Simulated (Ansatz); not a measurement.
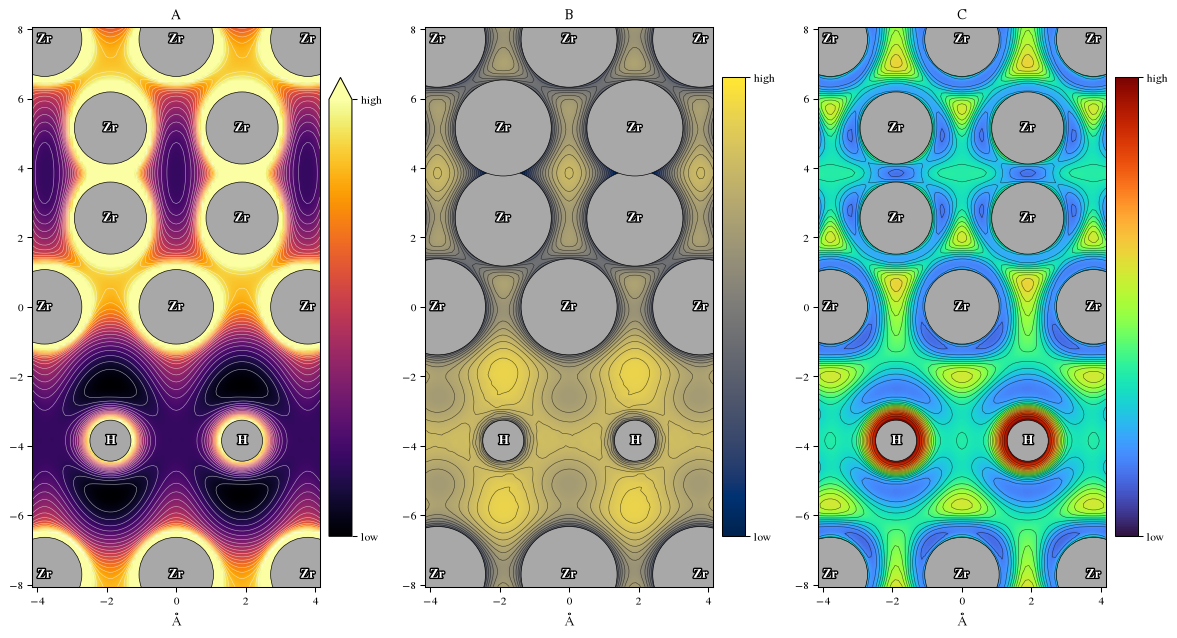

Zr4H: 3 fields on the (100) plane of the conventional cell, with unlabelled colour scales. Grey discs cover the atomic cores.

Space group I4/mmm; a structure generated by program, which may or may not match a known phase; computed without spin polarisation.

The calculation used DFT PBE, scalar-relativistic, plane waves, PAW (Ansatz).

Question: Which field does each panel show? The fields are: electron localisation function, electrostatic potential energy of an electron and valence pseudo-density.

Answer: Panel A: valence pseudo-density. Panel B: electrostatic potential energy of an electron (low next to the atoms, rising into the space between them). Panel C: electron localisation function.
